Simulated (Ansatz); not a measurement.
# Single-point calculation of C₃H₈S₂

C₃H₈S₂, computed with RKS PBE0-D4/def2-TZVPP (Ansatz 0.2.0).

The geometry comes from this level: PBE0-D4/def2-TZVP.

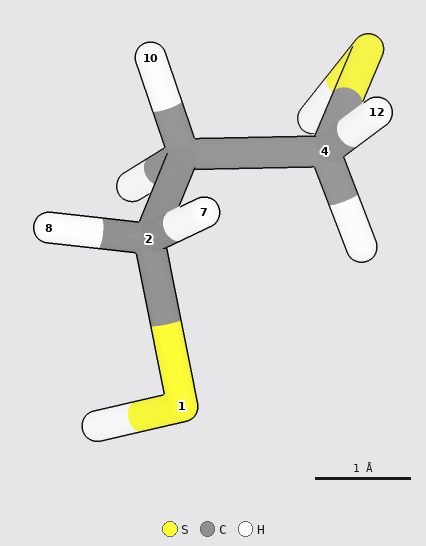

**Figure 1.** The structure (stick view, seen at a tilt; atoms are numbered from 1 in the order of the input). Bond lengths as drawn: C–C 1.52 Å, C–H 1.09 to 1.10 Å, C–S 1.81 Å and H–S 1.34 Å.

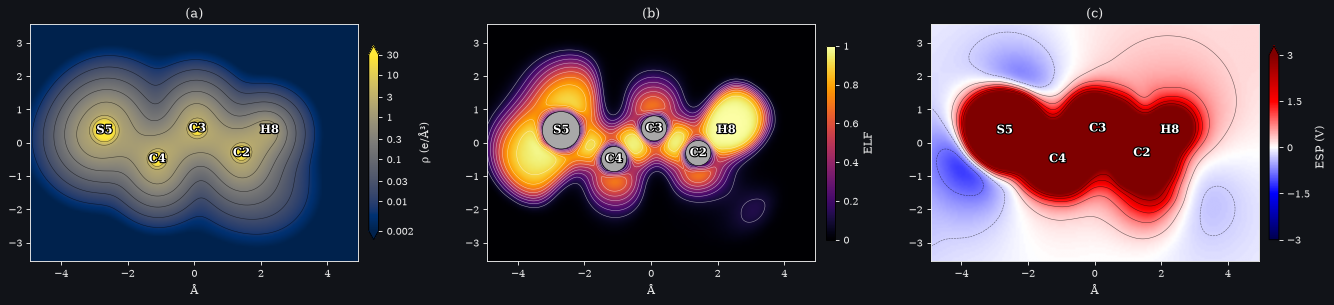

**Figure 2.** (a) electron density; (b) electron localisation function; (c) molecular electrostatic potential on the plane of atoms C3, C4 and S5. Grey discs, where drawn, cover atomic cores. Atoms in the plane: C, S and H. C–C (1.52 Å): ρ at the midpoint is about 1.7 e/Å³; the ELF peaks at about 0.95 between the atoms (a shared electron pair). C–S (1.81 Å): ρ at the midpoint is about 1.2 e/Å³; the ELF peaks at about 0.90 between the atoms, which marks localised, shared-pair bonding.

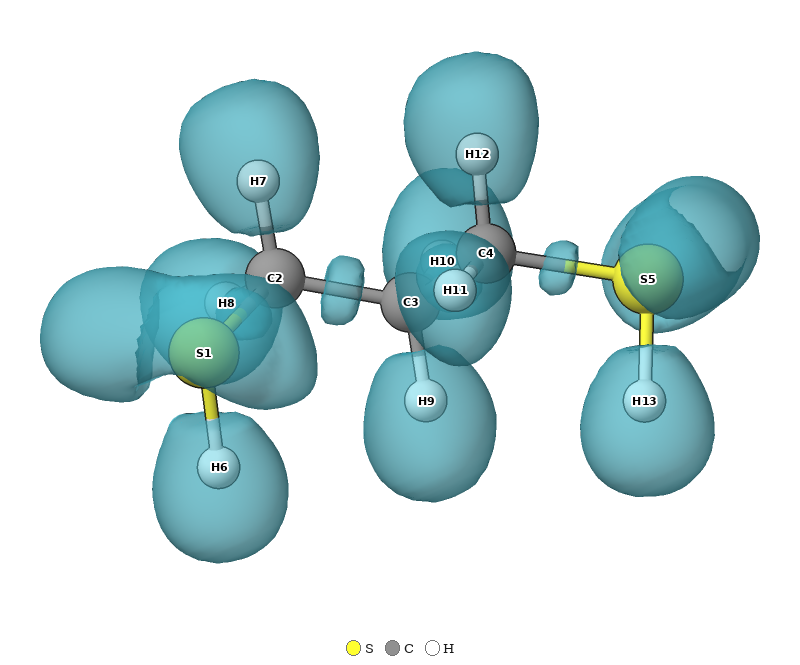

**Figure 3.** Isosurface of the ELF at 0.85 (cyan), seen at a tilt. Core shells and regions of very low density are left out. Values along the shortest contacts:

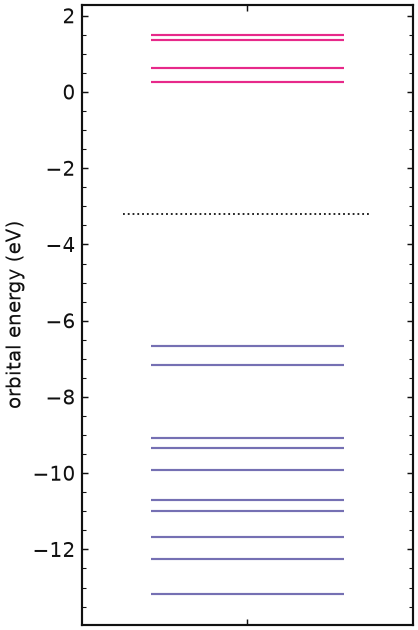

**Figure 4.** Orbital energies near the frontier; the dotted line parts filled from empty levels, and levels within 0.02 eV of each other stand side by side. Highest filled −6.66 eV, lowest empty 0.26 eV, 6.92 eV apart.

The input that produced these results follows, with the program's output.

The input
```yaml
crystal:
  periodic: [false, false, false]
  atoms:
    - {symbol: S, position_ang: [-2.240265, -0.357738, 0.793024]}
    - {symbol: C, position_ang: [-0.504818, -0.788905, 1.101507]}
    - {symbol: C, position_ang: [0.510517, 0.062455, 0.356201]}
    - {symbol: C, position_ang: [0.430698, -0.090689, -1.150212]}
    - {symbol: S, position_ang: [1.650575, 0.894537, -2.053999]}
    - {symbol: H, position_ang: [-2.202044, 0.856345, 1.365610]}
    - {symbol: H, position_ang: [-0.427599, -1.836203, 0.795625]}
    - {symbol: H, position_ang: [-0.320630, -0.759024, 2.176394]}
    - {symbol: H, position_ang: [0.371546, 1.114566, 0.626267]}
    - {symbol: H, position_ang: [1.516107, -0.211283, 0.692548]}
    - {symbol: H, position_ang: [-0.570585, 0.140955, -1.514786]}
    - {symbol: H, position_ang: [0.646141, -1.123495, -1.439064]}
    - {symbol: H, position_ang: [1.140338, 2.098491, -1.749126]}
basis:
  gaussian: {orbitals: def2-TZVPP}
hamiltonian: {xc: pbe0, dispersion: d4}
output: {orbitals: {seedname: orbitals}}
```

Launch command:
```bash
ansatz run in.yaml --threads 4 --pin off --events-out ev --progress --plain --max-ram 10444MiB
```

What the program printed
```
Functional definition: PBE0
  name "PBE0"
  cite "Adamo & Barone, J. Chem. Phys. 110, 6158 (1999) doi:10.1063/1.478522"
  cite "Perdew, Burke & Ernzerhof, Phys. Rev. Lett. 77, 3865 (1996) doi:10.1103/PhysRevLett.77.3865"
  parent pbe
  parameter a = 0.25
  parameter kappa = 0.804
  parameter beta = 0.06672455060314922
  exchange = (1 - a)*pbe_x(kappa = kappa, mu = beta*pi^2/3) + a*exact_x
  correlation = pbe_c(beta = beta)
1642 factors; their error is unknown
mean field evaluation 1: about -24894.4793 eV, gradient 5.9e1 eV
mean field evaluation 2: about -24886.1201 eV, gradient 8.1e1 eV
mean field evaluation 4: about -24902.8095 eV, gradient 2.5e0 eV
mean field evaluation 8: about -24902.8243 eV, gradient 3.0e-2 eV
mean field evaluation 16: about -24902.8273 eV, gradient 6.7e-5 eV
mean field -24902.82729336 eV, -915.1620232883 hartree, gradient 6.7e-5 eV, S^2 0.000000; 0 other end points of the search recorded, 0 dependent functions left out
reference -24902.82732495 eV, -915.1620244491 hartree; 29, 29 occupied and 260, 260 virtual orbitals, 1642 factors
Total energy: -24903.08158126 eV, -915.1713681964 hartree
```

Results in brief

```csv
quantity,value
outcome,converged
total energy,−24903.0816 eV
mean-field energy,−24902.8273 eV
dispersion energy,−0.2543 eV
SCF solution under orbital rotations,stable
HOMO,−6.66 eV
LUMO,0.26 eV
hardware,"4 threads of Intel Xeon, 54 GiB of memory available, shared host"
wall time,2.4 s (CPU time 8.5 s)
peak memory,0.87 GiB
```
